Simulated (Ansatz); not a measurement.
**O₆Zr₃ (charge −1, doublet): density, localisation and related maps**

```xyz
9

Zr    0.9481    1.5832   -0.8718
Zr    1.0580   -1.7251    0.2482
Zr   -2.0191   -0.1491   -0.2374
O    -0.9049   -1.5778    0.6153
O    -3.7236   -0.0177    0.3171
O     1.7636    3.1844   -0.8422
O     1.9706   -2.9326    1.2172
O    -1.0098    1.5670   -0.4537
O     1.9171    0.0677    0.0073
```

Geometry: PBE-D4/def2-SVP; core potentials replace the inner electrons of Zr.

Method: UKS PBE0-D4/def2-TZVPD in Ansatz 0.2.0.

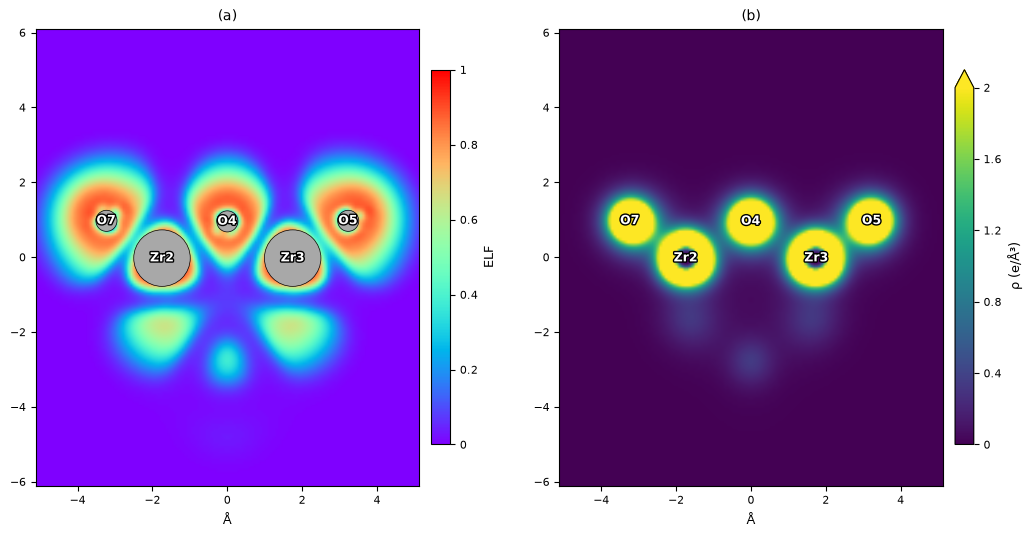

Figure 1. (a) electron localisation function; (b) electron density on the plane of atoms Zr2, O4 and Zr3. Grey discs cover the atomic cores in the ELF map.

### Interpret the plot.

- Atoms in the plane: Zr and O.
- Zr–O (1.80 Å): the density is about 1.4 e/Å³ at the midpoint; the ELF peaks at about 0.80 in the valence shell of O, 0.5 Å from its nucleus, and drops to about 0.35 between the two atoms.
- Zr–Zr (3.49 Å): ρ at the midpoint is about 0.42 e/Å³; the ELF peaks at about 0.65 between the atoms.
- Zr–O (2.00 Å): ρ is about 0.81 e/Å³ halfway; the ELF peaks at about 0.85 in the valence shell of O, 0.6 Å from its nucleus, and drops to about 0.25 between the two atoms.

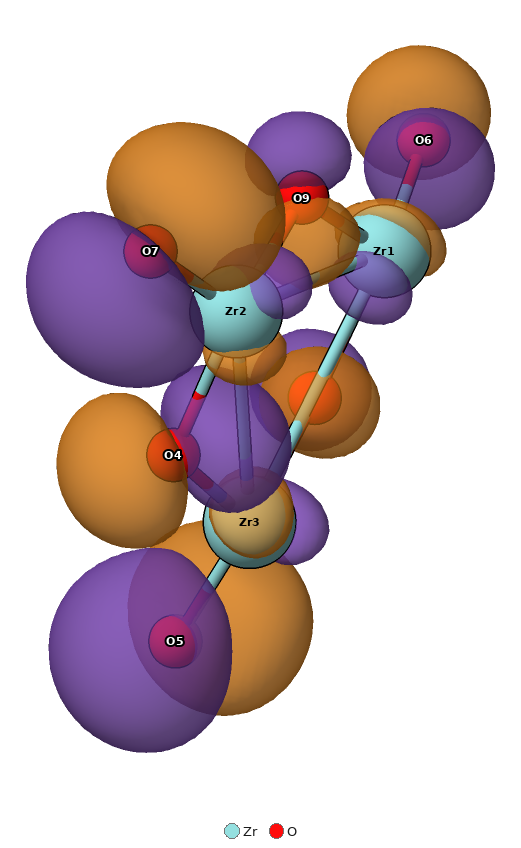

Figure 2. The HOMO (β) at ±0.06 Å⁻³ᐟ² (orange and purple are the two phases), seen at an oblique angle.

### Where does this orbital lie, and at what energy?

By Hirshfeld shares it lies mainly on O5 (about 30 %), O7 (about 30 %), O4 (about 10 %), O6 (about 5 %) and O8 (about 5 %); largely a combination of lone pairs on O5, O7, O4, O6 and O8. It is one of a degenerate set, so its orientation is arbitrary. Its energy is −4.17 eV.
